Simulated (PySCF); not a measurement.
H3O4S (cation, charge +1), SMILES O=S(O)(O)=[OH+] at its B3LYP/def2-SVP optimised geometry (Å):

```
8

O     -0.9994    -1.2671     1.0062
S     -0.3551    -0.4819     0.0000
O      1.2055    -0.4819     0.0000
O     -0.6604     1.0485     0.0000
O     -0.6602    -0.8544    -1.4845
H      1.6047    -0.4293     0.8978
H     -1.6047     1.2671     0.1695
H     -0.6889    -1.8231    -1.6548
```

Level of theory: B3LYP/def2-TZVP run with PySCF. Cells within 0.4 Å of a nucleus heavier than hydrogen are left out (blank, or x).

Map of the log10 of the electron density (e/bohr³), floored at −4 on the plane z = 1.2 Å:

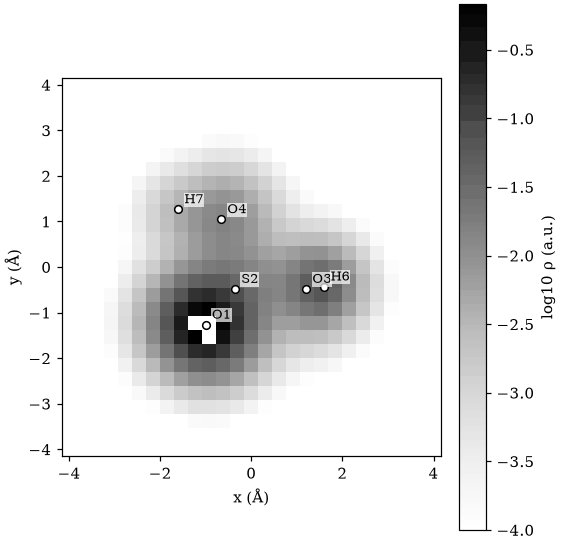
Log10 of the electron density (e/bohr³), floored at −4 on the plane z = 1.2 Å.
